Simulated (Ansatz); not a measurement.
```xyz
11
charge 1, multiplicity 1
N    -0.8708    1.0329   -0.3151
C    -0.4496   -0.4121   -0.3512
Si    1.2008   -0.7392    0.5712
H    -1.7516    1.1899   -0.8110
H    -0.1656    1.6354   -0.7457
H    -0.9985    1.3578    0.6460
H    -0.3718   -0.6913   -1.4031
H    -1.2646   -0.9888    0.0888
H     0.9882   -0.3050    1.9728
H     2.2232    0.1058   -0.0911
H     1.4602   -2.1854    0.4385
```

What structure does this define?

The species is CH8NSi(+). As SMILES it reads `[NH3+]C[SiH3]`. It has no ring. Among its groups: Si–H bond. The point group is Cs. Coordination: 1 N tetrahedral; 1 C tetrahedral; 1 Si tetrahedral.

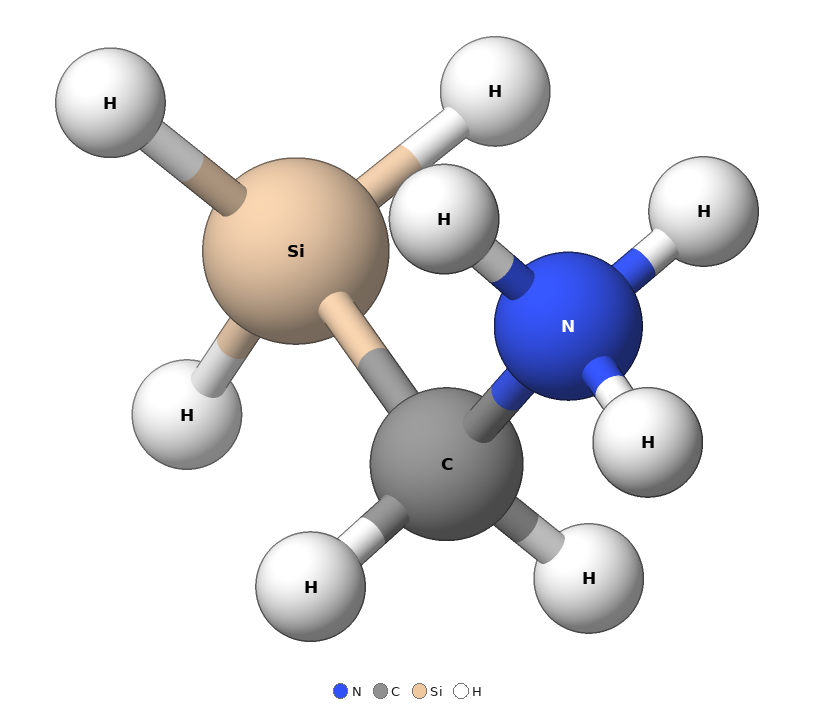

The picture comes from a calculation with Ansatz.
